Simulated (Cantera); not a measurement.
Charge: 1 mol SiC, 0.005 mol O₂, 750 mol H₂, held at 0.850 bar.

Equilibrium computed with Cantera from the NASA thermochemical tables; the gas is ideal and each condensed phase is pure. Candidate condensed phases: C, C₆H₆, C₇H₈, C₈H₁₈, H₂O, Si, SiC, SiO₂; 123 gas species. Mutual solubility and eutectic melting of coexisting phases are not modelled. The tables hold silica as quartz up to 1696 K and as liquid above; real silica turns to tridymite and cristobalite and melts near 1996 K. Gases not in the tables: Si₂H₆ and higher silanes. Rates play no part.

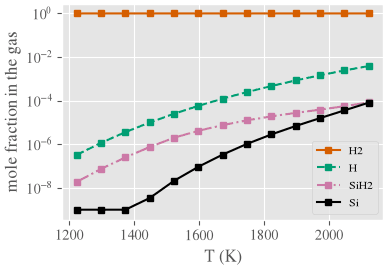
Figure: Equilibrium gas composition (values under 1e-9 drawn at 1e-9)

From 1223 K to 1298 K the condensed part is Si(s) + SiC(s) + SiO₂(β-quartz). From 1373 K to 1448 K the condensed part is Si(s) + SiC(s). From 1523 K to 2123 K the condensed part is SiC(s). The main Si-bearing gas is SiO at 1223 K and SiH₂ at 2123 K. The share of Si in condensed phases is highest at 1223 K (99.9 %) and lowest at 2123 K (83.8 %).
